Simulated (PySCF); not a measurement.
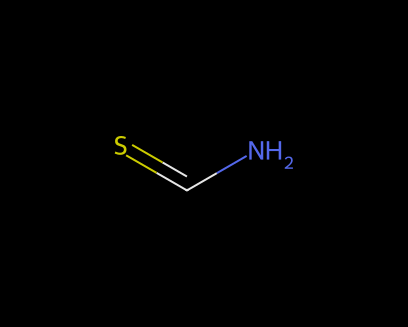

Computed geometry: PBE0-D3(BJ)/def2-SVP optimisation. No frequency run is at hand to confirm it as a minimum. Program: PySCF 2.14.0.

Compare dipole (D), HOMO–LUMO gap (eV), HOMO energy (eV) at these levels: BHandHLYP/aug-pcX-1 (pcseg-1 on H) (def2-SVPD on S); PBE0/pcSseg-1 in chloroform (IEF-PCM); PBE0/pcSseg-1 in tetrahydrofuran (IEF-PCM); ωB97X-D/def2-SVPD; ωB97X-D/def2-SVPD in chloroform (IEF-PCM); ωB97X-D/def2-SVPD in tetrahydrofuran (IEF-PCM).

```csv
level,dipole (D),HOMO–LUMO gap (eV),HOMO energy (eV)
BHandHLYP/aug-pcX-1 (pcseg-1 on H) (def2-SVPD on S),4.53,7.26,−7.43
PBE0/pcSseg-1 in chloroform (IEF-PCM),5.80,5.49,−6.44
PBE0/pcSseg-1 in tetrahydrofuran (IEF-PCM),6.01,5.53,−6.48
ωB97X-D/def2-SVPD,4.59,8.78,−8.17
ωB97X-D/def2-SVPD in chloroform (IEF-PCM),6.03,9.00,−8.38
ωB97X-D/def2-SVPD in tetrahydrofuran (IEF-PCM),6.26,9.03,−8.42
```
